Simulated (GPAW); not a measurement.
Consider Mo on a W site in AlWO4.

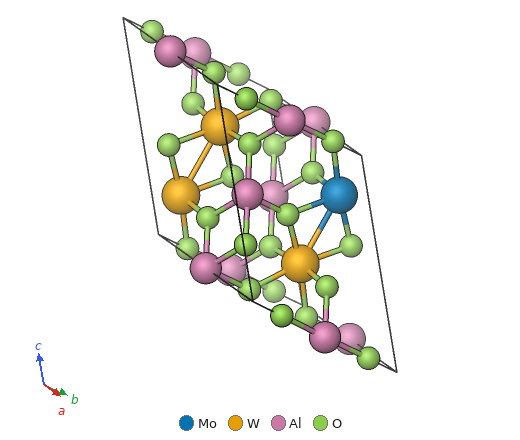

The structure (molybdenum blue, tungsten orange, aluminium pink, oxygen green). Some periodic images of atoms are drawn too.

```xyz
24
Lattice="6.3435 0.0000 0.0000 0.0000 -6.6435 0.0000 -3.1717 3.3217 -5.6443" Properties=species:S:1:pos:R:3 pbc="T T T"
Mo    3.1747   -3.3239   -4.1397
W     0.0056   -0.0054   -1.4957
W     0.0075   -0.0051   -4.1291
W     3.1755   -3.3234   -1.5183
Al    0.0036    3.3182   -5.6403
Al    3.1790   -0.0015   -2.8152
Al   -3.1652   -0.0039   -5.6378
Al    0.0022   -3.3276   -2.8192
O     3.1775   -4.6395   -0.0012
O     3.1763   -4.7856   -2.7986
O     0.0047   -1.3286   -0.0065
O     0.0083   -1.4743   -2.8199
O     3.1767   -2.0107   -0.0015
O     3.1728   -1.8608   -2.7987
O     0.0057   -5.3226   -0.0068
O     0.0041    1.4636   -2.8197
O     1.2832   -3.3275   -4.2333
O     4.4463   -0.0016   -1.4054
O    -1.8952   -0.0030   -4.2256
O     1.2758   -3.3256   -1.4054
O    -1.2745   -3.3240   -4.2320
O     1.9079   -0.0028   -1.4053
O     1.9090   -0.0022   -4.2266
O     5.0751   -3.3251   -1.4049
```

Absorber: atom 1, with 2 O at 1.89 Å, 2 O at 1.98 Å and 2 O at 2.01 Å (distorted octahedral; the defect atom itself). Method: GPAW, LDA, excited-electron core hole (neutral cell), 24-atom cell with 6.3 Å between holes, 3×3×3 k points, dipole transitions, Gaussian full width 1.78 eV up to 4 eV, rising linearly to 3.5 eV at 25 eV, without spin-orbit coupling.

Question: Predict the near-edge structure at the Mo L₃ edge.

Main maxima up to 27 eV above the zero (height): 0.4 eV (3.67), 3.8 eV (4.12) and 18.4 eV (0.42). At an L edge the dipole rule selects empty d (and weakly s) states on the absorber, and the strong line at the onset measures the empty part of its d band. 

The Mo L₃ spectrum (energy from the bottom of the conduction band, which holds the excited electron; intensity scaled to a mean of 1 over the first 20 eV):

```tsv
E (eV)	isotropic	ε ∥ x	ε ∥ y	ε ∥ z
-2.0	0.05	0.08	0.02	0.05
-0.5	2.23	3.33	1.46	1.90
1.0	2.82	3.77	2.51	2.17
2.5	2.34	1.20	2.80	3.02
4.0	3.96	3.94	4.09	3.85
5.5	0.99	1.65	0.73	0.60
7.0	0.20	0.25	0.16	0.18
8.5	0.11	0.10	0.06	0.17
10.0	0.18	0.15	0.15	0.25
11.5	0.25	0.25	0.22	0.30
13.0	0.32	0.32	0.29	0.37
14.5	0.39	0.36	0.38	0.42
16.0	0.40	0.38	0.40	0.41
17.5	0.41	0.41	0.41	0.41
19.0	0.41	0.40	0.46	0.38
20.5	0.36	0.35	0.40	0.34
22.0	0.33	0.32	0.33	0.36
23.5	0.34	0.31	0.31	0.41
25.0	0.35	0.33	0.32	0.41
26.5	0.38	0.39	0.40	0.36
```

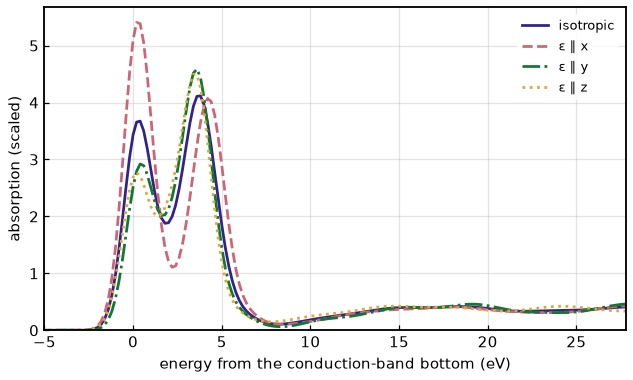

The Mo L₃ edge.

Only the L₃ part is meant: spin–orbit coupling of the core level isn't computed and the L₂ copy isn't added. The script folds with a Gaussian, whereas the core hole's own line is a Lorentzian, so the onset is too steep and the first peak too high. In so small a cell the defects form an ordered array, and no site is far from one. The holes are only 6.3 Å apart, so the shape is probably not converged with cell size; no larger cell was run here. The mesh is coarse (0.38 Å⁻¹ between points), so small maxima may be mesh ripples.

[Banner, clock and machine lines of the logs are left out without a mark of their own.]

[Logs are printed without paths, hosts, clocks, repeated set-up lines and the standing remarks that a program may print on its own settings, such as how far it seeks lower states.]

[Hosts, paths, dates, database ids (printed as entryN), source tags and the programs' standing remarks are cut or masked in the printed files.]

[Lists of maxima count a maximum above −3 eV only where it reaches 4 % of the highest in the window and stands out from its surroundings by 2 % of it (1.5 % where it reaches 55 %); shoulders and weaker maxima are passed over, and of the rest the first, up to two pre-edge ones and the few strongest are named.]
